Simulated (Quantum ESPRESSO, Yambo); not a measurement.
# BP (F-43m): G0W0 on several meshes in Yambo, part 2 of 2

How does the mesh move the gap of BP (F-43m)?

Quantum ESPRESSO 7.5 and Yambo 5.3.0; PBE and many-body steps on it, plane waves. Known limits of the many-body steps: not at the basis limit; coarse k mesh.

So far. Step 4 (2×2×2): The gap on the mesh goes from 1.35 eV to 1.93 eV, a correction of +0.58 eV. Step 5 (Empty states on the mesh, 6×6×6 mesh, 73 bands): On this mesh the gap is 1.347 eV.

## (7) 6×6×6

This step: G0W0 on PBE, plane waves, norm-conserving pseudopotentials.

The input, gw14.in:

```
HF_and_locXC
gw0
dyson
ppa
em1d
rim_cut
RandQpts= 1000000
RandGvec= 1 RL
EXXRLvcs= 68 Ry
VXCRLvcs= 272 Ry
Chimod= "HARTREE"
% BndsRnXp
 1 | 73 |
%
NGsBlkXp= 15.5 Ry
% LongDrXp
 1 | 1 | 1 |
%
% GbndRnge
 1 | 73 |
%
DysSolver= "n"
ExtendOut
PPAPntXp= 27.21138 eV
% QPkrange
 1 | 1 | 3 | 6 |
 13 | 13 | 3 | 6 |
%
```

Launch:

```console
$ OMP_NUM_THREADS=1 mpirun -n 4 yambo -F gw14.in -J gw14 -C gw14 > gw14.log
```

Log:

```text
 Yambo, version 5.3.0

 [02] CORE Variables Setup
 =========================

  [... cell, symmetries and grids as in the set-up ...]

  [02.05] Energies & Occupations
  ==============================

  [X] === General ===
  [X] Electronic Temperature                        :  0.000000  0.000000 [eV K]
  [X] Bosonic    Temperature                        :  0.000000  0.000000 [eV K]
  [X] Finite Temperature mode                       : no
  [X] El. density                                   :  0.34242E+24 [cm-3]
  [X] Fermi Level                                   :  9.241273 [eV]

  [X] === Gaps and Widths ===
  [X] Conduction Band Min                           :  1.347324 [eV]
  [X] Valence Band Max                              :  0.000000 [eV]
  [X] Filled Bands                                  :   4
  [X] Empty Bands                                   :    5   73
  [X] Direct Gap                                    :  3.406803 [eV]
  [X] Direct Gap localized at k                     :  1
  [X] Indirect Gap                                  :  1.347324 [eV]
  [X] Indirect Gap between kpts                     :   1  13
  [X] Last valence band width                       :  5.173518 [eV]
  [X] 1st conduction band width                     :  3.287074 [eV]

 [03] Transferred momenta grid and indexing
 ==========================================

 IBZ Q-points                                      :  16
 BZ  Q-points                                      :  216

 K/Q-points units:
 rlu = crystal or reduced units; cc = cartesian coordinates; iku = interal k-units

 Q [ 1]         [rlu]:  0.000000  0.000000  0.000000
 Q [ 2]         [rlu]: -0.53337E-17 -0.53337E-17  0.16667
 Q [ 3]         [rlu]: -0.10667E-16 -0.10667E-16  0.33333
[...]
NLCC RL compoments                               :  11935
  PP Number of Atomic Species                      :  2
  NLCC RL compoments                               :  11935

 [xc] E_xc :  -2.821568 [Ha]
      E_xc :  -5.643136 [Ry]

  Local XC kind (lXC) : Perdew, Burke & Ernzerhof(X)+Perdew, Burke & Ernzerhof(C)
  Non-Local XC kind (nlXC) : Hartree-Fock

  Corrections @ K [1] :  [eV]
 <3|nlXC|3> = -14.92495  0.18525E-17 <3|lXC|3> = -13.29982 -0.18881E-15
 <4|nlXC|4> = -14.92495 -0.74737E-17 <4|lXC|4> = -13.29982  0.45664E-21
 <5|nlXC|5> = -7.295593  0.26652E-17 <5|lXC|5> = -12.02537  0.84328E-20
[...]
Corrections @ K [13] :  [eV]
[...]
<5|nlXC|5> = -6.568894 -0.15963E-17 <5|lXC|5> = -10.82609  0.70824E-16
 <6|nlXC|6> = -6.316936 -0.14676E-18 <6|lXC|6> = -10.68016  0.23608E-16

 [08] Dyson equation: Newton solver
 ==================================

  [08.01] G0W0 (W PPA)
  ====================

  [  GW  ] Bands range     :    1   73
  [GW/PPA] G damping       :  0.100000 [eV]

  QP @ state[ 1 ] K range:  1  1
  QP @ state[ 1 ] b range:   3   6
  QP @ state[ 2 ] K range:  13  13
  QP @ state[ 2 ] b range:   3   6

   Sc/G bands                                       :    1   73
   Sc/G damping                                     :  0.100000 ev
   Sc bands terminator                              : no
   Sx RL components                                 :  1471

   QP @ state[ 1 ] K range                          :  1  1
   QP @ state[ 1 ] b range                          :   3   6
   QP @ state[ 2 ] K range                          :  13  13
   QP @ state[ 2 ] b range                          :   3   6
   GF energies kind                                 : Perdew, Burke & Ernzerhof(X)+Perdew, Burke & Ernzerhof(C)
   GF WF`s kind                                     : Perdew, Burke & Ernzerhof(X)+Perdew, Burke & Ernzerhof(C)
   Xs energies kind                                 : Perdew, Burke & Ernzerhof(X)+Perdew, Burke & Ernzerhof(C)
   Xs WF`s kind                                     : Perdew, Burke & Ernzerhof(X)+Perdew, Burke & Ernzerhof(C)

 [11] Game Over & Game summary
```

The job ended after 86 s (4 MPI ranks of Arm Neoverse V1, shared host; peak memory 1.2 GiB).

This step gave:

```
G0W0 gap on the points computed              : 2.039 eV
starting gap on the mesh                     : 1.347 eV
k of the valence top                         : 0, 0, 0
k of the conduction bottom                   : 0, -0.5, -0.5
least direct G0W0 gap on the computed points : 4.274 eV
Z at the valence top                         : 0.7967
Z at the conduction bottom                   : 0.8088
```

Against G0W0 in Yambo (2×2×2 mesh, 73 bands, screening to 210.9 eV, Godby-Needs plasmon pole), the gap moves by +0.107 eV.

## (8) Empty states on the mesh, 8×8×8 mesh, 73 bands

This step: Quantum ESPRESSO 7.5; DFT, PBE, plane waves, norm-conserving pseudopotentials.

The input, pw.in:

```
&control
  calculation = 'nscf'
  prefix = 'x'
  outdir = 'o'
  pseudo_dir = 'pseudo'
/
&system
  ibrav = 0
  nat = 2
  ntyp = 2
  ecutwfc = 68.0
  nbnd = 73
  force_symmorphic = .true.
/
&electrons
  conv_thr = 1e-9
  electron_maxstep = 80
  diago_full_acc = .true.
  diago_thr_init = 5e-6
/
ATOMIC_SPECIES
  B 10.81 B.upf
  P 30.974 P.upf
CELL_PARAMETERS angstrom
  0.0000000000 2.2690000000 2.2690000000
  2.2690000000 0.0000000000 2.2690000000
  2.2690000000 2.2690000000 0.0000000000
ATOMIC_POSITIONS crystal
  B 0.0000000000 0.0000000000 0.0000000000
  P 0.2500000000 0.2500000000 0.2500000000
K_POINTS automatic
  8 8 8 0 0 0
```

Launch:

```console
$ OMP_NUM_THREADS=1 mpirun -n 4 pw.x -nk 4 -in pw.in > pw.out
```

Log:

```text
[banner, memory and clock lines left out]
Program PWSCF v.7.5 starts

     Atomic positions and unit cell read from directory:
     o/x.save/

     Message from routine setup:
     using ibrav=0 with symmetry is DISCOURAGED, use correct ibrav instead

     G-vector sticks info

     bravais-lattice index     =            0
     lattice parameter (alat)  =       6.0638  a.u.
     unit-cell volume          =     157.6631 (a.u.)^3
     number of atoms/cell      =            2
     number of atomic types    =            2
     number of electrons       =         8.00
[...]
39.5763  39.5763  45.8945  45.8945  45.8945  46.8009  46.8009  52.2709
[...]
120.3627

          k = 0.0884 0.0884-0.0884 (  1462 PWs)   bands (ev):

[...]
120.7295

          k = 0.1768 0.1768-0.1768 (  1477 PWs)   bands (ev):

[...]
93.0898  95.2761  95.7402  95.7402  98.3494  99.8780  99.8780 102.8487
   105.2839 105.2839 107.5025 111.5616 111.5616 113.0857 117.9766 117.9766
   119.6314

          k = 0.2652 0.2652-0.2652 (  1483 PWs)   bands (ev):

     [... further k-points ...]

     highest occupied, lowest unoccupied level (ev):     9.2413   10.5218

     XML data file, pseudopotentials, collected wavefunctions
```

Run time: 5.4 s. Hardware: 4 MPI ranks; peak memory 0.21 GiB.

This step gave:

- gap: 1.281 eV
- k of the valence top: 0, 0, 0
- k of the conduction bottom: 0, 0.375, 0.375
- least direct gap: 3.407 eV
- k points computed: 29
- lowest point of the top converged band, above the valence top: 102.8457 eV

On this mesh the gap is 1.281 eV.

## (9) Conversion and set-up

This step: Yambo 5.3.0; conversion and set-up on PBE, plane waves, norm-conserving pseudopotentials.

Launch:

```console
$ (cd o/x.save; p2y > p2y.log; mv SAVE ../..); yambo > setup.log
```

Log:

```text
 Yambo, version 5.3.0

 [02] CORE Variables Setup
 =========================

  [02.01] Unit cells
  ==================

  Cell kind             :  FCC
  Atoms in the cell     :  B  P
  number of B  atoms    :  1
  number of P  atoms    :  1

  List of atomic masses
  Mass of B     :  10.81000
  Mass of P     :  30.97400

  List of atomic coordinates    : [cc]
  B1       :  0.000000  0.000000  0.000000  order 1
  P1       :  2.143894  2.143894  2.143894  order 2

  Alat factors          :  4.287789  4.287789  4.287789 [a.u.]
  Direct lattice volume :  157.6631 [a.u.]
[...]
Q [ 1]         [rlu]:  0.000000  0.000000  0.000000
 Q [ 2]         [rlu]: -0.53086E-18 -0.53086E-18  0.12500
 Q [ 3]         [rlu]: -0.10617E-17 -0.10617E-17  0.25000
[...]
Q [ 8]         [rlu]: -0.28817E-16  0.12500      0.37500
 Q [ 9]         [rlu]:  0.55886E-16  0.12500      0.50000
 Q [10]         [rlu]:  0.21235E-17  0.12500     -0.37500
     [... 17 further rows ...]
 Q [28]         [rlu]:  0.125000 -0.500000 -0.375000
 Q [29]         [rlu]:  0.250000 -0.500000 -0.250000

  [03.01] X indexes
  =================

   [03.01.01] Sigma indexes
   ========================

 [06] Game Over & Game summary
```

Wall time 2.4 s (1 MPI rank); peak memory 0.24 GiB.

## (10) 8×8×8

This step: G0W0 on PBE, plane waves, norm-conserving pseudopotentials.

gw15.in, as its differences from gw14.in of step 7:

```diff
@@ -26,3 +26,3 @@
  1 | 1 | 3 | 6 |
- 13 | 13 | 3 | 6 |
+ 18 | 18 | 3 | 6 |
 %
```

Launch:

```console
$ OMP_NUM_THREADS=1 mpirun -n 4 yambo -F gw15.in -J gw15 -C gw15 > gw15.log
```

Log:

```text
 Yambo, version 5.3.0

 [02] CORE Variables Setup
 =========================

  [... cell, symmetries and grids as in the set-up ...]

  [02.05] Energies & Occupations
  ==============================

  [X] === General ===
  [X] Electronic Temperature                        :  0.000000  0.000000 [eV K]
  [X] Bosonic    Temperature                        :  0.000000  0.000000 [eV K]
  [X] Finite Temperature mode                       : no
  [X] El. density                                   :  0.34242E+24 [cm-3]
[...]
QP @ state[ 1 ] b range                          :   3   6
   QP @ state[ 2 ] K range                          :  18  18
   QP @ state[ 2 ] b range                          :   3   6
   GF energies kind                                 : Perdew, Burke & Ernzerhof(X)+Perdew, Burke & Ernzerhof(C)
   GF WF`s kind                                     : Perdew, Burke & Ernzerhof(X)+Perdew, Burke & Ernzerhof(C)
   Xs energies kind                                 : Perdew, Burke & Ernzerhof(X)+Perdew, Burke & Ernzerhof(C)
   Xs WF`s kind                                     : Perdew, Burke & Ernzerhof(X)+Perdew, Burke & Ernzerhof(C)

 [11] Game Over & Game summary
```

Elapsed: 5 min, on 4 MPI ranks; peak memory 1.4 GiB.

This step gave:

```
G0W0 gap on the points computed              : 2.008 eV
starting gap on the mesh                     : 1.281 eV
k of the valence top                         : 0, 0, 0
k of the conduction bottom                   : 0, 0.375, 0.375
least direct G0W0 gap on the computed points : 4.277 eV
```

Against G0W0 in Yambo (2×2×2 mesh, 73 bands, screening to 210.9 eV, Godby-Needs plasmon pole), the gap moves by +0.076 eV.

## (11) Side by side

Times are wall times on 4 MPI ranks of Arm Neoverse V1, shared host, good to a factor of about two.

```csv
run,mesh,bands,screening cutoff (eV),DFT gap (eV),gap on the mesh (eV),direct (eV),time
2×2×2,2×2×2,73,210.9,1.347,1.932,4.271,4.3 s
6×6×6,6×6×6,73,210.9,1.347,2.039,4.274,86 s
8×8×8,8×8×8,73,210.9,1.281,2.008,4.277,5 min
```

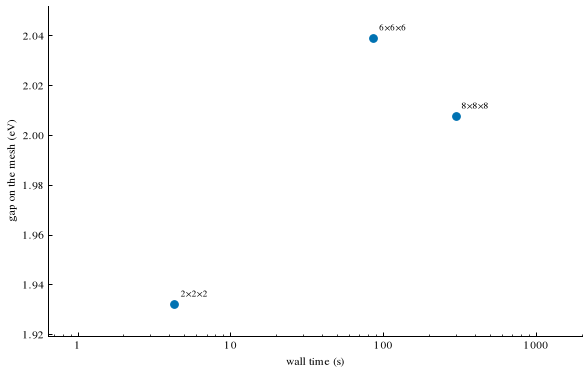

Result against wall time.

## (12) Results

| Quantity | Value |
| --- | --- |
| 2×2×2 | 1.932 eV |
| 6×6×6 | 2.039 eV |
| 8×8×8 | 2.008 eV |
| known limits | not at the basis limit; coarse k mesh |

What this shows: 6×6×6: +0.107 eV against 2×2×2. 8×8×8: +0.076 eV against 2×2×2, −0.067 eV of it in the start. Bands and cutoff are finite, so the gap is not at the basis limit. The miss can reach some tenths of an eV and take either sign; the mesh is an error of its own. In the G0W0 runs levels were corrected at 2 k points alone, so a gap called «on the mesh» is the least over those, and an edge elsewhere would be missed. A denser mesh or path gives a starting gap of 1.26 eV: the GW mesh misses a band edge, so its gaps are not the fundamental one. The 2×2×2 mesh is coarse for this cell, which bears on the long-range parts of exchange and screening.

[Paths, hosts, dates, memory and timing lines, banners, echoed tables and standing remarks are left out of the program output.]

[Logs are printed without paths, hosts, clocks, repeated set-up lines and the standing remarks that a program may print on its own settings, such as how far it seeks lower states.]

[Runs of the session that timed out or met a known fault of the program may be left out.]

[Hosts, paths, dates, database ids (printed as entryN), source tags and the programs' standing remarks are cut or masked in the printed files.]
